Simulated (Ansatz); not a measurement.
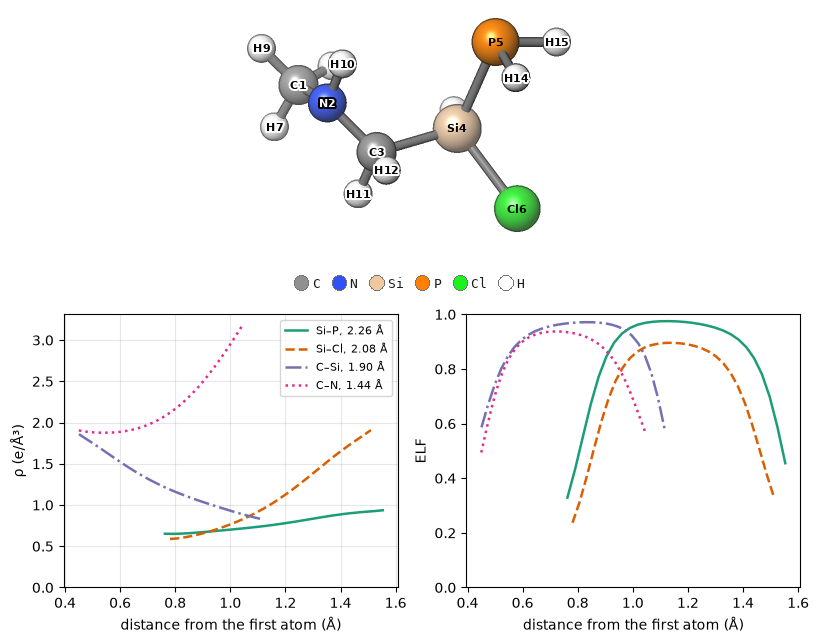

The picture shows: C2H9ClNPSi (SMILES CNC[SiH](P)Cl). Electron density and electron localisation function along straight lines between neighbouring atoms. The curves leave out the atomic cores. The structure is drawn too.

Computed with RKS BHLYP/def2-SVP (Ansatz).

```xyz
15

C     0.1844   -2.0773   -0.7959
N     1.0626   -1.0806   -0.2394
C     0.8312    0.2840   -0.6620
Si   -0.7162    1.1516    0.0111
P    -0.6701    1.0648    2.2683
Cl   -0.7079    3.0977   -0.7319
H     0.2954   -2.1009   -1.8850
H    -0.8873   -1.9332   -0.5808
H     0.4671   -3.0639   -0.4210
H     1.1102   -1.1551    0.7653
H     0.7978    0.3209   -1.7575
H     1.6910    0.9064   -0.3845
H    -1.9846    0.5308   -0.4248
H     0.2934    2.0934    2.4105
H    -1.7888    1.9107    2.4571
```

**What can be read from the curves?**

Si–P (2.26 Å): the density is about 0.75 e/Å³ at the midpoint, with its minimum of 0.65 e/Å³ about 0.8 Å from Si; the ELF peaks at about 1 between the atoms, as expected for a covalent bond.
Si–Cl (2.08 Å): ρ at the midpoint is about 0.82 e/Å³; the ELF peaks at about 0.90 between the atoms (a polar covalent bond).
C–Si (1.90 Å): ρ at the midpoint is about 0.98 e/Å³; the ELF peaks at about 1 between the atoms, as expected for a covalent bond.
C–N (1.44 Å): the density is about 2 e/Å³ at the midpoint; the ELF peaks at about 0.95 between the atoms (a covalent bond).
